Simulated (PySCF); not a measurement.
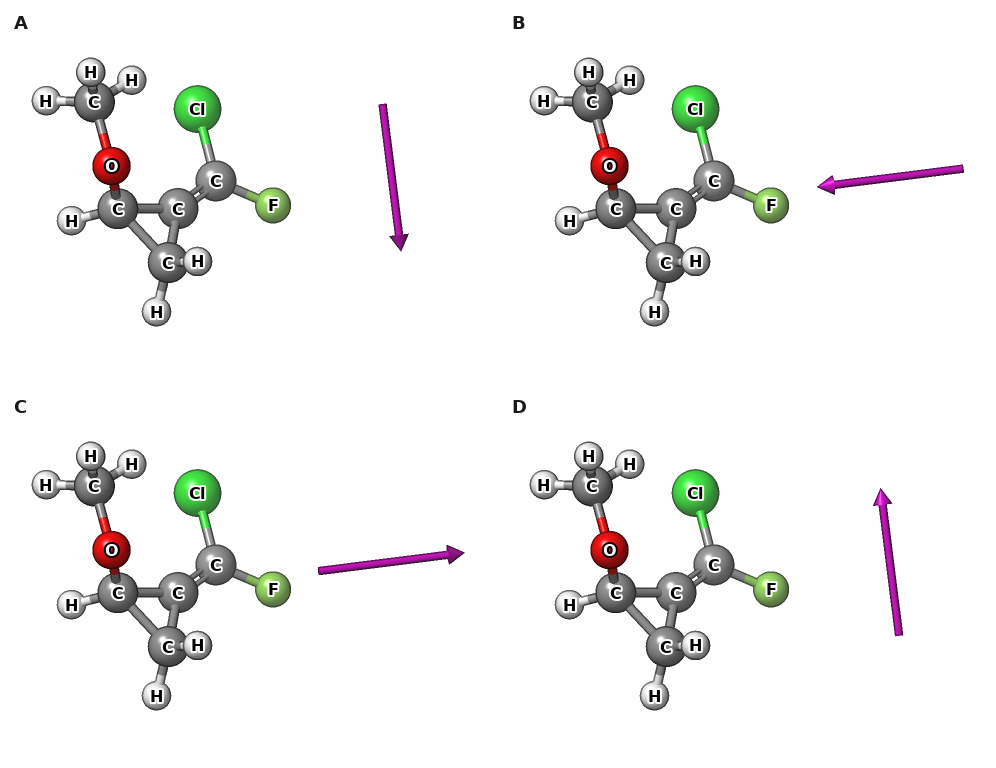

The same molecule four times, each with an arrow. The computed structure is the end point of a PBE0-D3(BJ)/def2-SVP optimisation. No frequency run is at hand to confirm it as a minimum. Level of theory: PBE0/pcSseg-1 in water (IEF-PCM) (PySCF 2.14.0).

Which arrow points along the dipole moment, from the negative to the positive end?

Answer. B. The dipole moment is 1.77 D.
